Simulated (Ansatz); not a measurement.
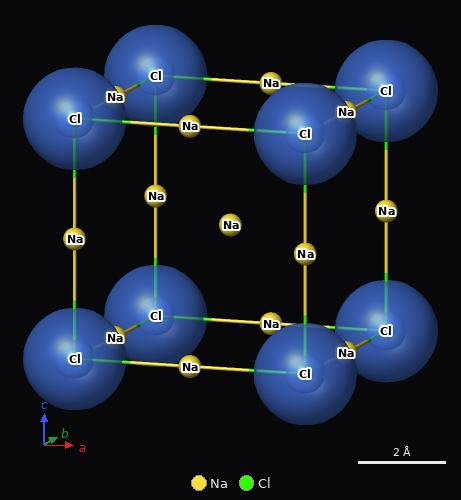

Figure. Na4Cl. Isosurface of the ELF at 0.75 (blue), seen slightly off an axis. Core shells and regions of very low density are left out. Sticks mark near contacts.

Space group Pm-3m; a structure generated by program, which may or may not match a known phase; computed without spin polarisation.

The calculation used Ansatz 0.2.0, DFT PBE, scalar-relativistic, plane waves, PAW.

Core electrons are frozen (PAW), and the valence fields are smoothed inside the atomic spheres.

The calculation's input:

```
crystal:
  lattice:
    - [5.6278097105, 0.0, 0.0]
    - [0.0, 5.6278097105, 0.0]
    - [0.0, 0.0, 5.6278097105]
  atoms:
    - { symbol: Na, position: [0.5, 0.5, 0.5] }
    - { symbol: Na, position: [0.5, 0.0, 0.0] }
    - { symbol: Na, position: [0.0, 0.5, 0.0] }
    - { symbol: Na, position: [0.0, 0.0, 0.5] }
    - { symbol: Cl, position: [0.0, 0.0, 0.0] }
basis:
  ecutwfc: 420
kpoints:
  mp_grid: { grid: [8, 8, 8] }
  band_path:
    path:
      - [[0.0, 0.0, 0.0], [0.0, 0.5, 0.0], [0.5, 0.5, 0.0], [0.0, 0.0, 0.0], [0.5, 0.5, 0.5], [0.0, 0.5, 0.0]]
      - [[0.5, 0.5, 0.5], [0.5, 0.5, 0.0]]
    npoints: 14
hamiltonian:
  xc: pbe
scf:
  occupations: { method: gaussian, width: 0.1 }
  n_extra_bands: 12
output:
  forces: true
  stress: true
  eigenvalues: true
  populations: true
  dos: { projected: true, de: 0.02, nscf_kmesh: { grid: [10, 10, 10] } }
  bader: true
  write_density: true
  write_potential: true
  elf: true
  volumetric_format: npy
```

Launched as:

```sh
ansatz run input.yaml --threads 1 --pin off --max-ram 2048MiB --backend cpu --events-out ev --progress --plain --runs-dir out
```

Below, planes, directions and counts refer to the conventional cell (a = 5.63 Å, b = 5.63 Å, c = 5.63 Å, α = 90.00°, β = 90.00°, γ = 90.00°).

What do the ELF domains correspond to?

At this value the surface marks out one region wrapped around Cl (its valence shell), counted in one cell of 5 atoms. Any copies at cell faces, edges or corners count once. Along the contacts the grid gives the following. Na–Cl (2.81 Å): the ELF peaks at about 0.90 in the valence shell of Cl, 0.8 Å from its nucleus, and is about 0.35 at the midpoint.

How much charge does the calculation move between the atoms?

Electrons move from Na towards Cl. Bader charges: Na −0.97 to +0.71 and Cl −1.16 e.
